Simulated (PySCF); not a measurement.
# H$_{10}$O$_{4}$Si$_{4}$ (SMILES O[SiH2]O[SiH](O[SiH3])O[SiH3]): what the fields show

```yaml
atoms:
  - { symbol: O, position_ang: [2.2246, 1.0767, -0.8455] }
  - { symbol: Si, position_ang: [1.1823, 2.1360, -0.0974] }
  - { symbol: O, position_ang: [0.4009, 1.3986, 1.1633] }
  - { symbol: Si, position_ang: [-0.2360, -0.0684, 1.5719] }
  - { symbol: O, position_ang: [-1.7847, -0.1638, 1.0354] }
  - { symbol: Si, position_ang: [-2.8023, -0.2109, -0.2751] }
  - { symbol: O, position_ang: [0.6694, -1.2597, 0.8921] }
  - { symbol: Si, position_ang: [1.0928, -1.9830, -0.5455] }
  - { symbol: H, position_ang: [3.0030, 0.8055, -0.3488] }
  - { symbol: H, position_ang: [1.9110, 3.3015, 0.4724] }
  - { symbol: H, position_ang: [0.2100, 2.5281, -1.1472] }
  - { symbol: H, position_ang: [-0.2197, -0.2117, 3.0359] }
  - { symbol: H, position_ang: [-2.5160, 0.9329, -1.1921] }
  - { symbol: H, position_ang: [-2.6105, -1.4911, -1.0206] }
  - { symbol: H, position_ang: [-4.2060, -0.1237, 0.2140] }
  - { symbol: H, position_ang: [0.3954, -1.3299, -1.6917] }
  - { symbol: H, position_ang: [2.5705, -1.9078, -0.7234] }
  - { symbol: H, position_ang: [0.6877, -3.4176, -0.4851] }
```

Geometry: PBE0-D3(BJ)/def2-SVP.

The calculation used PySCF, CAM-B3LYP/def2-SVPD, SCF density, gas phase.

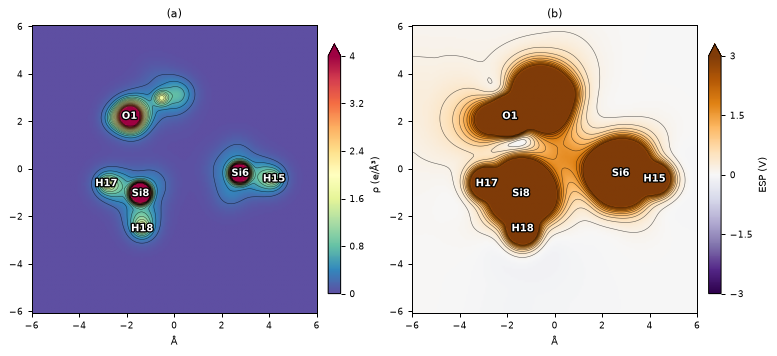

Figure 1. (a) electron density; (b) electrostatic potential on the plane of atoms H17, Si8 and H18.

What does the map show?

Answer. The plane passes through O, Si and H nuclei. Si–H (1.49 Å): the density is about 0.78 e/Å³ at the midpoint. The potential has no marked negative region in this plane.

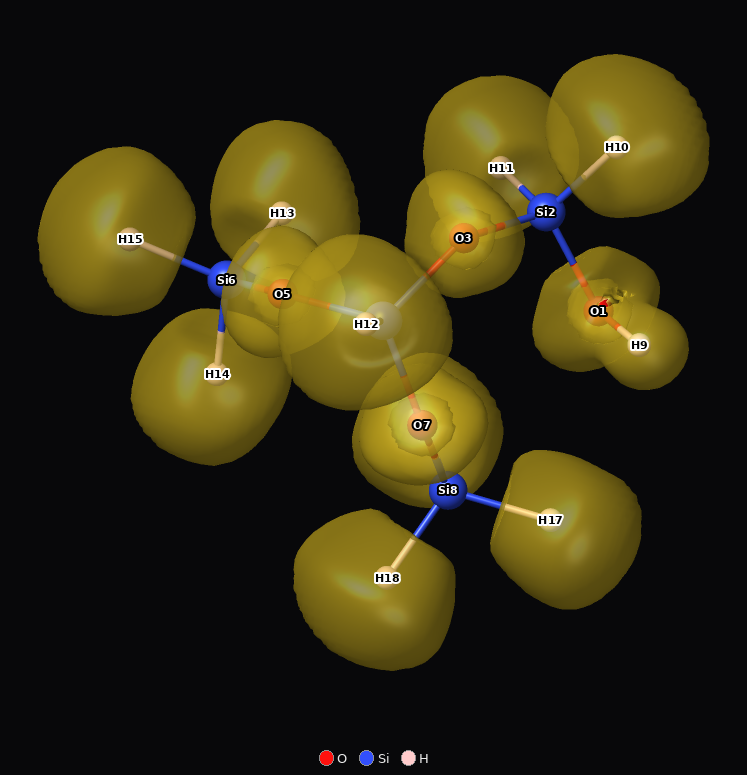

Figure 2. Isosurface of the electron localisation function at 0.75 (yellow), seen across its widest extent. Core shells and regions of very low density are left out.

Identify the bonds, lone pairs and shells in this picture.

Answer. The surface consists of nine regions around hydrogen nuclei, two regions on O in which the atom's valence shell and bonds are merged, one region wrapped around O (its lone pairs, merged into a ring or cap) and one joined region spread over several atoms (H, O), in which their bonds and any lone pairs are merged.


Si–O (1.64 Å): the ELF peaks at about 0.85 between the atoms, as expected for a shared but strongly polarised pair. O–H (0.96 Å): the ELF climbs to about 1 towards the hydrogen, as it does in any bond to H (an ordinary covalent bond to hydrogen).

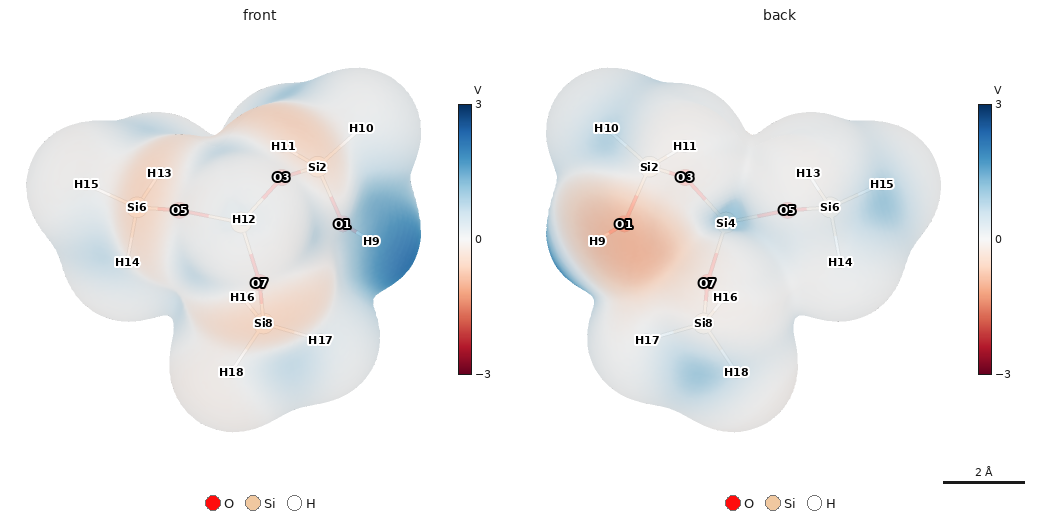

Figure 3. The molecular electrostatic potential painted on the density surface at 0.001 e/bohr³, seen from the front and from behind; the colour scale runs from red (negative) to blue (positive).

Describe the electrostatic potential map.

Answer. The most negative region (about −1.0 V) lies over O1, the most positive (about +2.1 V) over H9.

How polar is the molecule by this calculation?

Answer. Its dipole moment is 0.81 D.
